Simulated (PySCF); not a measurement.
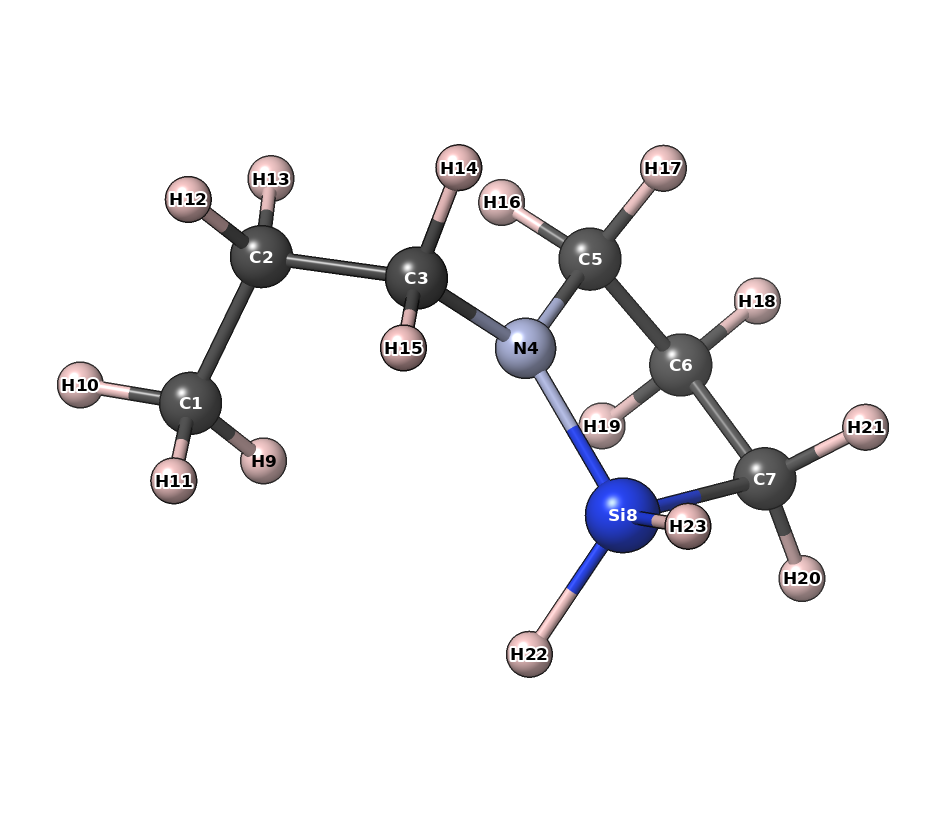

The geometry was computed by an optimisation with PBE0-D3(BJ)/def2-SVP. No frequency run is at hand to confirm it as a minimum. Level of theory: delta-SCF UKS SCAN, pcX-2 on the ionised atom, pcseg-1 elsewhere, spin-free X2C (PySCF 2.14.0).

Give the core-electron binding energies (to vacuum; p and d levels without spin–orbit splitting) of C1 1s, C2 1s, C3 1s, N4 1s, C5 1s, C6 1s, C7 1s, Si8 1s, Si8 2p.

```json
{"atom": "C1", "level": "1s", "binding energy (eV)": "290.3"}
{"atom": "C2", "level": "1s", "binding energy (eV)": "290.3"}
{"atom": "C3", "level": "1s", "binding energy (eV)": "291.1"}
{"atom": "N4", "level": "1s", "binding energy (eV)": "403.8"}
{"atom": "C5", "level": "1s", "binding energy (eV)": "291.1"}
{"atom": "C6", "level": "1s", "binding energy (eV)": "290.5"}
{"atom": "C7", "level": "1s", "binding energy (eV)": "289.9"}
{"atom": "Si8", "level": "1s", "binding energy (eV)": "1846.2"}
{"atom": "Si8", "level": "2p", "binding energy (eV)": "106.5"}
```
